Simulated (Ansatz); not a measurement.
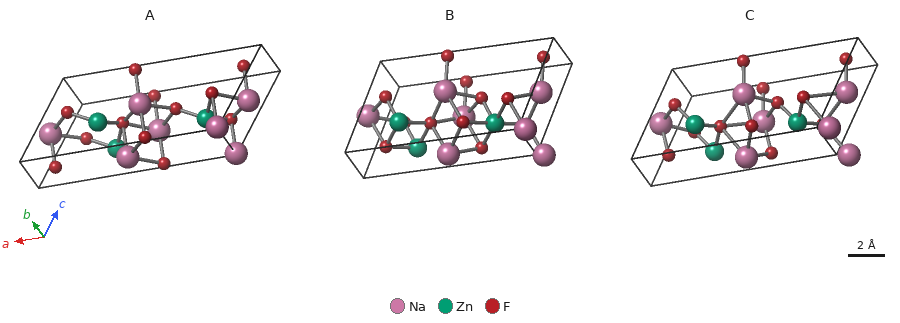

3 geometries from one relaxation of a crystal of Na2ZnF4 (built on the Zr2FeS4-8 type type), in shuffled order. A ball-and-stick model of the conventional cell (2 times the calculation's cell), seen from a free direction. Lengths and directions refer to the drawn axes.

All numbers below come from DFT, PBEsol, plane waves, PAW (Ansatz). (plane-wave cutoff 420 eV; k-point mesh 8 × 8 × 4; occupations fermi dirac; smearing width 0.03 eV; no spin polarisation; cell and atoms relaxed; force threshold 0.01 eV/Å; at most 120 steps)

Q: Order the frames from highest to lowest energy.

A: A, C, B. They are steps 0, 6, 23, at +2.627 eV per cell of the calculation, +0.701 eV per cell of the calculation relative to the last. The largest move relative to the cell is that of the Zn atom, 0.90 Å along [1 0 −1]. By element the largest moves are Zn 0.90 Å, F 0.83 Å, Na 0.52 Å. Cell: a 11.779 → 10.301 Å (−12.5 %), b 3.236 → 3.174 Å (−1.9 %), c 5.544 → 5.861 Å (+5.7 %), β 117.9° → 109.1°. Volume −3.0 %. Among the contacts that change: F–Zn 3.785 → 2.135 Å, Na–Zn 2.592 → 3.313 Å, Na–Zn 2.602 → 3.128 Å, Na–Na 3.102 → 3.532 Å. New bonds form, among them: F–Zn (3.79 → 2.13 Å). Bond angles that change, for instance: F–Zn–F 107.4° → 180.0°, F–Na–F 86.8° → 116.7°, Na–F–Zn 74.4° → 104.3°. The space group (tolerance 0.01 Å) goes from Cm (No. 8) to C2/m (No. 12). After 18 accepted moves (23 points after the start) the energy has fallen by 2.627 eV per cell of the calculation. The largest force component goes from 3.7 to 0.0042 eV/Å. The pressure goes from −0.06 to 0.01 GPa. The line search rejected the trial step at point 12 of the run. At 4 points the geometry stayed and the basis and grid were re-selected for the new cell (energy shift of 46.7 meV per cell of the calculation at most each time).
